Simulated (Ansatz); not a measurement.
L1₂ (Cu3Au-type) Ni₃Si was calculated with r²SCAN0 (PAW; Ansatz, a quantum-chemistry and plane-wave program).

Run with plane-wave cutoff 520 eV, 8×8×8 k mesh, Fermi–Dirac smearing 0.05 eV, no spin polarisation, scalar-relativistic PAW data made under PBE.

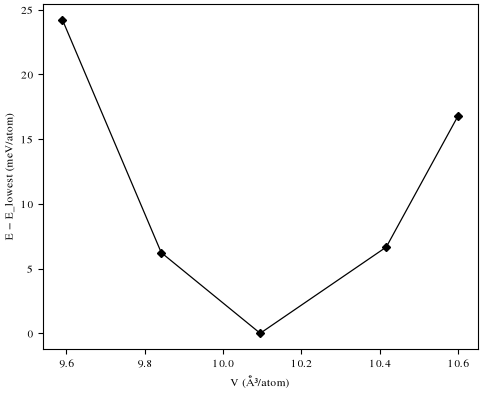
Figure: Total energy against volume

From the curve, estimate the equilibrium volume and the bulk modulus.

V0 ≈ 10.1 Å³/atom and B0 ≈ 260 GPa; the fit gives V0 = 10.117 Å³/atom, B0 = 256 GPa, B′ = 4.7.

Measured, for comparison: equilibrium volume per atom 10.81 Å³/atom (temperature not stated, no zero-point or thermal correction; as tabulated in Metallic Nickel Silicides: Experiments and Theory for NiSi and First Principles …). Computed (rounded) less measured: equilibrium volume per atom -6.4 %.

Note: the run has no spin polarisation, so it can have missed a magnetic state.

Computed values are for the static lattice.

Cost on a shared machine: very roughly 80 core-minutes.
